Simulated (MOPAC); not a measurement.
# Frequency calculation of C2H7AlO2 (part 2 of 3)

The same run, continued: C2H7AlO2, SMILES C[O][Al]([CH3])[OH]; PM6, closed shell (MOPAC 23.2.5). The geometry was optimised with PM6.

Geometry of the input (Å):
```
C  -1.3746  -0.2805  1.2988
O  -0.2146  0.5639  1.3220
Al 0.7798  0.4692  -0.1105
C  0.4158  -0.6496  -1.6394
O  2.1733  1.5032  -0.0432
H  -1.8520  -0.0713  2.2683
H  -2.0666  -0.0106  0.4931
H  -1.1107  -1.3432  1.2515
H  -0.5287  -0.3531  -2.0987
H  1.2221  -0.5358  -2.3693
H  0.3546  -1.6939  -1.3297
H  2.2085  2.0067  0.8065
```

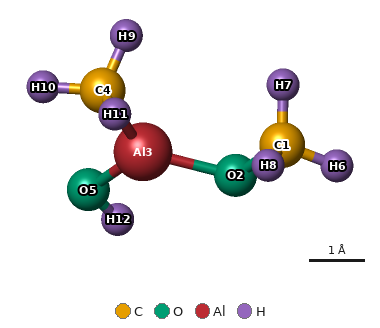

The structure as given in the input (ball-and-stick view, seen at a tilt; atoms are numbered from 1 in the order of the input). Sticks mark near contacts.

### Output, continued
```
           1    0.0359    0.0121   -0.0000   -0.0000    0.0008   -0.0003   -0.0423    0.0002
           2    0.0584   -0.0275    0.0001    0.0000    0.0045    0.0011   -0.0051    0.0001
           3    0.0000   -0.0001    0.0015   -0.0283   -0.0000   -0.0002    0.0001    0.0000
           4   -0.0416   -0.0060   -0.0000   -0.0000   -0.0027   -0.0005   -0.0208   -0.0009
           5   -0.0587   -0.0123    0.0000    0.0000   -0.0013   -0.0012   -0.0091   -0.0007
           6   -0.0000    0.0000    0.0006   -0.0051    0.0000   -0.0001    0.0000   -0.0000
           7    0.0054   -0.0009    0.0000    0.0000   -0.0009   -0.0023   -0.0013    0.0061
           8    0.0284    0.0048   -0.0000   -0.0000    0.0022    0.0044    0.0047   -0.0033
           9    0.0000    0.0000   -0.0003   -0.0007    0.0000    0.0000    0.0000   -0.0000
          10    0.0020   -0.0010    0.0000    0.0000   -0.0231    0.0464    0.0013   -0.0011
          11   -0.0065   -0.0055    0.0000    0.0000   -0.0347   -0.0589   -0.0006    0.0010
          12   -0.0000   -0.0001   -0.0417   -0.0024   -0.0001   -0.0000   -0.0000    0.0000
          13   -0.0068    0.0006    0.0000    0.0000   -0.0004    0.0010    0.0006    0.0202
          14   -0.0092   -0.0007   -0.0001   -0.0000   -0.0003   -0.0017   -0.0007   -0.0452
          15   -0.0000    0.0000   -0.0000   -0.0001    0.0001    0.0001   -0.0000   -0.0001
          16    0.2538    0.1733   -0.0002    0.0004   -0.0123    0.0016    0.2886   -0.0026
          17   -0.0293   -0.0506    0.0001   -0.0004    0.0045    0.0003   -0.0830   -0.0057
          18   -0.0003   -0.0002   -0.0242    0.3693    0.0000   -0.0003   -0.0003   -0.0000
          19   -0.1093   -0.1211    0.0101   -0.1542    0.0151    0.0001    0.2731    0.0005
          20   -0.1400    0.2381    0.0147   -0.2167   -0.0349   -0.0029    0.0941    0.0003
          21    0.0270   -0.1849   -0.0029    0.0334    0.0251    0.0016    0.0882   -0.0009
          22   -0.1093   -0.1208   -0.0100    0.1543    0.0151    0.0002    0.2729    0.0005
          23   -0.1399    0.2377   -0.0148    0.2167   -0.0349   -0.0028    0.0942    0.0003
          24   -0.0270    0.1856   -0.0030    0.0336   -0.0253   -0.0020   -0.0885    0.0009
          25   -0.0053    0.0299    0.1268    0.0077    0.2392   -0.1575   -0.0012   -0.0008
          26   -0.0107    0.0139    0.2027    0.0136    0.1367    0.2307   -0.0051    0.0005
          27   -0.0022    0.0197    0.0517    0.0031    0.1599   -0.1552   -0.0006    0.0012
          28    0.0365   -0.0222    0.0004    0.0001   -0.1645   -0.1988    0.0032    0.0020
          29   -0.0310    0.0164   -0.0004   -0.0000    0.1122    0.1504   -0.0017    0.0010
          30   -0.0001    0.0001    0.4045    0.0252   -0.0000    0.0005   -0.0001    0.0000
          31   -0.0053    0.0298   -0.1264   -0.0077    0.2391   -0.1571   -0.0012   -0.0008
          32   -0.0107    0.0138   -0.2026   -0.0136    0.1371    0.2305   -0.0051    0.0005
          33    0.0022   -0.0198    0.0514    0.0031   -0.1605    0.1561    0.0005   -0.0011
          34    0.1109    0.0091   -0.0000   -0.0000    0.0058    0.0160    0.0080   -0.4564
          35    0.0587    0.0046   -0.0001   -0.0000    0.0039    0.0099    0.0042    0.8069
          36   -0.0001    0.0000    0.0021    0.0008    0.0002    0.0001    0.0000    0.0013

   Root No.      25        26        27        28        29        30

                10 A"     16 A'     11 A"     17 A'     18 A'     19 A'

                2672.1    2672.9    2710.9    2713.8    2757.2    2791.3

           1   -0.0001    0.0070   -0.0001   -0.0000   -0.0198    0.0002
           2    0.0001   -0.0467    0.0001    0.0006   -0.0065   -0.0001
           3   -0.0546   -0.0001   -0.0011   -0.0000   -0.0000    0.0005
           4   -0.0000   -0.0005   -0.0001   -0.0001   -0.0042    0.0003
           5    0.0000   -0.0020    0.0000    0.0001   -0.0005    0.0004
           6   -0.0018    0.0000   -0.0003    0.0001   -0.0000    0.0002
           7    0.0000    0.0003    0.0000   -0.0006   -0.0003    0.0012
           8   -0.0000    0.0002   -0.0000   -0.0003   -0.0002   -0.0022
           9    0.0000    0.0000   -0.0008   -0.0000    0.0000   -0.0001
          10    0.0000   -0.0003    0.0001   -0.0430    0.0001    0.0098
          11    0.0000   -0.0002    0.0001   -0.0239   -0.0001   -0.0200
          12    0.0010   -0.0000   -0.0548   -0.0003    0.0001   -0.0001
          13    0.0000    0.0001    0.0000    0.0000    0.0001   -0.0005
          14   -0.0000   -0.0001   -0.0001   -0.0001   -0.0001    0.0003
          15   -0.0000    0.0000   -0.0001    0.0001   -0.0000   -0.0004
          16   -0.0001    0.1164   -0.0001   -0.0012    0.0849   -0.0012
          17   -0.0000    0.4093    0.0001   -0.0035    0.3474   -0.0048
          18   -0.0311    0.0003   -0.0008    0.0001    0.0002    0.0006
          19   -0.1810   -0.0999   -0.0035    0.0006    0.1112   -0.0011
          20    0.1999    0.0864    0.0040   -0.0004   -0.1297    0.0013
          21    0.3557    0.2205    0.0071   -0.0015   -0.2482    0.0036
          22    0.1817   -0.1003    0.0035    0.0007    0.1117   -0.0015
          23   -0.2006    0.0868   -0.0038   -0.0006   -0.1301    0.0012
          24    0.3549   -0.2201    0.0072    0.0014    0.2478   -0.0025
          25    0.0056    0.0007   -0.2735    0.1238   -0.0021   -0.1795
          26   -0.0011   -0.0004    0.0407   -0.0340   -0.0000    0.0197
          27   -0.0069   -0.0015    0.3537   -0.2053    0.0032    0.2572
          28    0.0000    0.0023   -0.0004    0.2814    0.0031    0.2151
          29   -0.0000    0.0030   -0.0006    0.3592    0.0036    0.2519
          30    0.0007   -0.0000   -0.0270   -0.0002    0.0001   -0.0002
          31   -0.0056    0.0007    0.2740    0.1251   -0.0022   -0.1803
          32    0.0011   -0.0004   -0.0412   -0.0347    0.0001    0.0200
          33   -0.0069    0.0014    0.3524    0.2055   -0.0030   -0.2566
          34   -0.0000   -0.0015   -0.0000    0.0003   -0.0010    0.0001
          35   -0.0000    0.0028   -0.0001   -0.0004    0.0015   -0.0015
          36    0.0001    0.0000   -0.0001    0.0002   -0.0001   -0.0004

           MASS-WEIGHTED COORDINATE ANALYSIS (NORMAL COORDINATES)

   Root No.       1         2         3         4         5         6         7         8

                 1 A"      2 A"      1 A'      2 A'      3 A"      4 A"      3 A'      5 A"

                  66.0     123.9     143.2     190.9     241.1     292.8     359.2     386.3

           1   -0.0003    0.0004   -0.1125   -0.1626   -0.0003    0.0001    0.3275   -0.0000
           2    0.0003   -0.0005    0.4847   -0.0785    0.0000    0.0002    0.3936    0.0000
           3   -0.3331    0.3000    0.0008    0.0001   -0.0563    0.0745    0.0001   -0.0020
           4    0.0004   -0.0004   -0.1044   -0.1689   -0.0006   -0.0002    0.4222   -0.0001
           5   -0.0004    0.0005   -0.0527   -0.2168    0.0003    0.0003   -0.3726    0.0001
           6    0.4145   -0.4868    0.0003   -0.0002   -0.3083   -0.2131   -0.0009   -0.1263
           7    0.0000   -0.0003    0.2621   -0.1054    0.0005    0.0005   -0.3636    0.0002
           8   -0.0001    0.0003   -0.2344   -0.3548   -0.0008   -0.0005   -0.1053   -0.0002
           9    0.0884   -0.1994   -0.0005   -0.0004    0.5943    0.4602    0.0002    0.1555
          10    0.0002    0.0001   -0.2953    0.4269    0.0004   -0.0002    0.0176    0.0000
          11   -0.0001    0.0000   -0.4180    0.0626    0.0004    0.0001    0.0834   -0.0000
          12    0.1496    0.0560   -0.0006    0.0001   -0.1625   -0.1764    0.0003    0.0184
          13   -0.0003    0.0002    0.2028   -0.0469   -0.0002   -0.0002   -0.3091   -0.0003
          14    0.0003   -0.0002    0.2468    0.6168    0.0002   -0.0001   -0.0595    0.0003
          15   -0.2854    0.2985    0.0002    0.0005   -0.1447   -0.2126    0.0001   -0.3224
          16    0.0003    0.0006   -0.1485   -0.0659    0.0000   -0.0000   -0.0958    0.0000
          17   -0.0003   -0.0006    0.1680   -0.0185   -0.0001    0.0001    0.1612   -0.0000
          18    0.2673    0.5271    0.0006   -0.0001    0.0677    0.0462    0.0003    0.0104
          19   -0.1564    0.0739    0.0161   -0.0370    0.0131    0.0318    0.1580    0.0120
          20    0.3408    0.3442    0.1846   -0.0153    0.0642    0.0105    0.1736    0.0073
          21   -0.3436   -0.0580   -0.0001    0.0007   -0.0443    0.0299    0.0022    0.0005
          22    0.1557   -0.0740    0.0162   -0.0371   -0.0133   -0.0317    0.1580   -0.0121
          23   -0.3402   -0.3442    0.1842   -0.0151   -0.0641   -0.0103    0.1737   -0.0073
          24   -0.3447   -0.0586    0.0003   -0.0005   -0.0445    0.0299   -0.0022    0.0005
          25   -0.0224   -0.0030   -0.0883    0.1301    0.2152   -0.3703    0.0128   -0.0143
          26   -0.0310   -0.0328   -0.1797    0.0959    0.2542   -0.1129    0.0786    0.0096
          27    0.0306    0.0170    0.0049   -0.0051    0.0789   -0.3046   -0.0008   -0.0065
          28    0.0001    0.0001   -0.1651    0.2275   -0.0003    0.0004    0.0737    0.0000
          29   -0.0001   -0.0000   -0.0556   -0.0667    0.0005   -0.0004   -0.0298   -0.0000
          30    0.0870    0.0502   -0.0003    0.0002   -0.4636    0.3637   -0.0001    0.0034
          31    0.0225    0.0030   -0.0885    0.1305   -0.2147    0.3697    0.0127    0.0143
          32    0.0310    0.0328   -0.1800    0.0963   -0.2541    0.1135    0.0786   -0.0096
          33    0.0306    0.0171   -0.0053    0.0051    0.0788   -0.3050    0.0012   -0.0065
          34   -0.0001    0.0000    0.1180    0.1445   -0.0002   -0.0002   -0.0804    0.0009
          35    0.0001   -0.0000    0.0873    0.2207    0.0002    0.0001   -0.0159   -0.0010
          36   -0.0653    0.0581    0.0001    0.0000   -0.1874   -0.1933    0.0000    0.9243

   Root No.       9        10        11        12        13        14        15        16

                 4 A'      5 A'      6 A"      6 A'      7 A'      7 A"      8 A'      9 A'

                 762.0     895.2     929.3     948.9    1011.1    1096.6    1118.0    1132.5

           1    0.1888    0.0847   -0.0007   -0.1416    0.0687   -0.0004    0.3117    0.5782
           2    0.1027    0.0954    0.0010   -0.1189   -0.0169    0.0003   -0.1933   -0.0483
           3   -0.0001   -0.0002   -0.0042    0.0000   -0.0003   -0.4341   -0.0004   -0.0005
           4    0.0484    0.0360   -0.0008   -0.0006   -0.0844    0.0003   -0.2751   -0.5468
           5    0.5551    0.2743    0.0003   -0.2115    0.0270   -0.0002    0.0786    0.0117
           6    0.0004   -0.0009    0.0283   -0.0012   -0.0004    0.1784    0.0003    0.0006
           7   -0.0758   -0.2595    0.0000    0.1489    0.6123    0.0000   -0.0651   -0.0379
           8   -0.0972   -0.2988   -0.0002    0.4663   -0.2654    0.0000    0.1587   -0.0911
           9   -0.0000    0.0001   -0.1805    0.0004   -0.0008    0.0218    0.0002   -0.0001
          10    0.2493   -0.3422    0.0015   -0.0619   -0.2726   -0.0001   -0.0072    0.0153
          11   -0.4758    0.0312    0.0000   -0.3915    0.2533   -0.0000   -0.0508    0.0277
          12   -0.0006    0.0024    0.3773    0.0016    0.0014   -0.0031    0.0003    0.0000
          13   -0.4306    0.4037    0.0002   -0.0367   -0.5358   -0.0000   -0.0820    0.1640
          14    0.0209   -0.0640   -0.0014    0.0627    0.0034    0.0002   -0.2029    0.1575
          15    0.0004   -0.0014    0.0173   -0.0010    0.0003   -0.0017   -0.0005   -0.0002
          16    0.2491    0.2082   -0.0003   -0.2243    0.0330    0.0004   -0.3273   -0.0901
          17   -0.0253   -0.0254    0.0003    0.0242   -0.0100   -0.0004    0.0582    0.0309
          18   -0.0003   -0.0006   -0.0022    0.0000   -0.0002    0.3154    0.0004    0.0002
          19   -0.0240   -0.0405    0.0040    0.0361    0.0153    0.5527    0.1714    0.1290
          20   -0.0421   -0.0372    0.0005    0.0501    0.0086   -0.0069    0.1039    0.0254
          21    0.0015    0.0022    0.0019   -0.0076   -0.0069    0.1855   -0.0185   -0.0076
          22   -0.0240   -0.0408   -0.0042    0.0358    0.0153   -0.5523    0.1713    0.1290
          23   -0.0420   -0.0368    0.0002    0.0505    0.0088    0.0064    0.1039    0.0253
          24   -0.0015   -0.0020    0.0019    0.0080    0.0069    0.1866    0.0186    0.0075
          25    0.0726   -0.0437   -0.2947    0.0275   -0.0550    0.0019    0.0018   -0.0101
          26   -0.1256    0.3231    0.5243    0.1702    0.2254   -0.0043   -0.0086   -0.0031
          27    0.0075   -0.0114   -0.1945    0.0009   -0.0226    0.0013    0.0050   -0.0083
          28    0.1155    0.3055    0.0003    0.4059    0.0585   -0.0000    0.0568   -0.0287
          29   -0.1639   -0.3000    0.0002   -0.4156   -0.0410   -0.0000   -0.0569    0.0307
          30   -0.0002   -0.0000   -0.1574   -0.0004    0.0002    0.0008   -0.0001    0.0000
          31    0.0726   -0.0440    0.2949    0.0273   -0.0550   -0.0020    0.0017   -0.0101
          32   -0.1256    0.3237   -0.5235    0.1705    0.2256    0.0043   -0.0085   -0.0032
          33   -0.0078    0.0136   -0.1961    0.0007    0.0238    0.0013   -0.0048    0.0083
          34   -0.0592    0.1345   -0.0001   -0.2279   -0.0057    0.0000    0.6325   -0.4468
          35    0.0209    0.0242   -0.0004   -0.1077    0.0183    0.0000    0.3246   -0.2374
          36    0.0000   -0.0006    0.0105   -0.0004   -0.0002    0.0014   -0.0004    0.0001

   Root No.      17        18        19        20        21        22        23        24

                10 A'     11 A'      8 A"      9 A"     12 A'     13 A'     14 A'     15 A'

                1167.6    1260.4    1266.0    1270.8    1285.9    1312.1    1364.3    2550.0

           1    0.2221    0.0814   -0.0003   -0.0003    0.0052   -0.0018   -0.2651    0.0007
           2    0.3613   -0.1855    0.0004    0.0003    0.0301    0.0065   -0.0319    0.0002
           3    0.0002   -0.0003    0.0092   -0.1809   -0.0002   -0.0011    0.0004    0.0000
           4   -0.2973   -0.0470   -0.0003   -0.0001   -0.0204   -0.0036   -0.1506   -0.0036
           5   -0.4191   -0.0958    0.0001    0.0001   -0.0098   -0.0083   -0.0660   -0.0028
           6   -0.0002    0.0000    0.0040   -0.0378    0.0003   -0.0007    0.0002   -0.0000
           7    0.0503   -0.0089    0.0001    0.0000   -0.0087   -0.0207   -0.0120    0.0331
           8    0.2637    0.0480   -0.0001   -0.0000    0.0221    0.0394    0.0443   -0.0180
           9    0.0002    0.0001   -0.0028   -0.0070    0.0001    0.0004    0.0000   -0.0001
          10    0.0124   -0.0067    0.0000    0.0001   -0.1538    0.2770    0.0079   -0.0042
          11   -0.0401   -0.0374    0.0003    0.0001   -0.2311   -0.3513   -0.0036    0.0037
          12   -0.0000   -0.0003   -0.2609   -0.0152   -0.0009   -0.0002   -0.0002    0.0001
          13   -0.0486    0.0046    0.0000    0.0000   -0.0030    0.0070    0.0046    0.0848
          14   -0.0654   -0.0056   -0.0005   -0.0001   -0.0020   -0.0114   -0.0053   -0.1899
          15   -0.0001    0.0002   -0.0003   -0.0009    0.0008    0.0010   -0.0000   -0.0003
          16    0.4548    0.3384   -0.0003    0.0007   -0.0237    0.0028    0.5240   -0.0028
          17   -0.0525   -0.0989    0.0002   -0.0007    0.0088    0.0005   -0.1507   -0.0061
          18   -0.0005   -0.0005   -0.0437    0.6842    0.0001   -0.0004   -0.0006   -0.0000
          19   -0.1958   -0.2366    0.0182   -0.2857    0.0291    0.0002    0.4960    0.0006
          20   -0.2508    0.4649    0.0267   -0.4016   -0.0674   -0.0050    0.1708    0.0003
          21    0.0483   -0.3611   -0.0052    0.0619    0.0484    0.0027    0.1602   -0.0009
          22   -0.1959   -0.2358   -0.0181    0.2858    0.0292    0.0003    0.4956    0.0006
          23   -0.2507    0.4641   -0.0268    0.4016   -0.0674   -0.0048    0.1711    0.0003
          24   -0.0484    0.3624   -0.0055    0.0622   -0.0489   -0.0034   -0.1608    0.0009
          25   -0.0095    0.0584    0.2296    0.0142    0.4616   -0.2723   -0.0022   -0.0009
          26   -0.0192    0.0271    0.3670    0.0253    0.2639    0.3989   -0.0092    0.0005
          27   -0.0039    0.0385    0.0936    0.0058    0.3087   -0.2684   -0.0011    0.0012
          28    0.0654   -0.0433    0.0008    0.0001   -0.3174   -0.3437    0.0058    0.0021
          29   -0.0555    0.0321   -0.0007   -0.0001    0.2166    0.2600   -0.0031    0.0010
          30   -0.0001    0.0003    0.7322    0.0466   -0.0000    0.0008   -0.0001    0.0000
          31   -0.0095    0.0582   -0.2289   -0.0142    0.4614   -0.2715   -0.0022   -0.0009
          32   -0.0192    0.0269   -0.3667   -0.0252    0.2646    0.3986   -0.0092    0.0005
          33    0.0039   -0.0387    0.0931    0.0058   -0.3098    0.2699    0.0010   -0.0012
          34    0.1987    0.0178   -0.0000   -0.0000    0.0112    0.0276    0.0146   -0.4812
          35    0.1052    0.0089   -0.0001   -0.0000    0.0075    0.0171    0.0076    0.8507
          36   -0.0001    0.0001    0.0038    0.0014    0.0003    0.0002    0.0000    0.0014

   Root No.      25        26        27        28        29        30

                10 A"     16 A'     11 A"     17 A'     18 A'     19 A'

                2672.1    2672.9    2710.9    2713.8    2757.2    2791.3

           1   -0.0003    0.0414   -0.0003   -0.0001   -0.1216    0.0014
           2    0.0004   -0.2767    0.0004    0.0033   -0.0397   -0.0005
           3   -0.2859   -0.0004   -0.0060   -0.0000   -0.0000    0.0029
           4   -0.0000   -0.0035   -0.0004   -0.0007   -0.0296    0.0018
           5    0.0000   -0.0138    0.0001    0.0009   -0.0034    0.0031
           6   -0.0107    0.0000   -0.0016    0.0006   -0.0003    0.0014
           7    0.0000    0.0028    0.0001   -0.0055   -0.0025    0.0109
           8   -0.0000    0.0020   -0.0001   -0.0027   -0.0020   -0.0205
           9    0.0003    0.0000   -0.0061   -0.0000    0.0000   -0.0009
          10    0.0000   -0.0018    0.0006   -0.2493    0.0007    0.0607
          11    0.0000   -0.0011    0.0007   -0.1384   -0.0009   -0.1233
          12    0.0053   -0.0001   -0.2852   -0.0016    0.0006   -0.0005
          13    0.0000    0.0006    0.0001    0.0002    0.0010   -0.0032
          14   -0.0000   -0.0010   -0.0006   -0.0005   -0.0004    0.0018
          15   -0.0002    0.0002   -0.0005    0.0008   -0.0002   -0.0030
          16   -0.0001    0.1997   -0.0001   -0.0019    0.1513   -0.0022
          17   -0.0000    0.7020    0.0002   -0.0058    0.6190   -0.0086
          18   -0.0472    0.0005   -0.0012    0.0001    0.0004    0.0011
          19   -0.2743   -0.1713   -0.0053    0.0010    0.1981   -0.0020
          20    0.3030    0.1481    0.0060   -0.0007   -0.2311    0.0024
          21    0.5392    0.3783    0.0108   -0.0026   -0.4423    0.0064
          22    0.2754   -0.1720    0.0052    0.0012    0.1989   -0.0027
          23   -0.3041    0.1488   -0.0057   -0.0010   -0.2318    0.0021
          24    0.5380   -0.3776    0.0108    0.0023    0.4415   -0.0045
          25    0.0085    0.0013   -0.4127    0.2078   -0.0038   -0.3206
          26   -0.0017   -0.0007    0.0614   -0.0572   -0.0000    0.0351
          27   -0.0104   -0.0025    0.5338   -0.3447    0.0056    0.4594
          28    0.0000    0.0039   -0.0007    0.4724    0.0054    0.3842
          29   -0.0000    0.0052   -0.0010    0.6030    0.0065    0.4500
          30    0.0011   -0.0000   -0.0407   -0.0003    0.0002   -0.0004
          31   -0.0085    0.0013    0.4134    0.2100   -0.0039   -0.3221
          32    0.0017   -0.0007   -0.0621   -0.0583    0.0001    0.0358
          33   -0.0104    0.0024    0.5318    0.3450   -0.0053   -0.4584
          34   -0.0000   -0.0025   -0.0000    0.0005   -0.0019    0.0002
          35   -0.0000    0.0048   -0.0002   -0.0008    0.0026   -0.0027
          36    0.0001    0.0001   -0.0001    0.0004   -0.0001   -0.0007

          DESCRIPTION OF VIBRATIONS
```
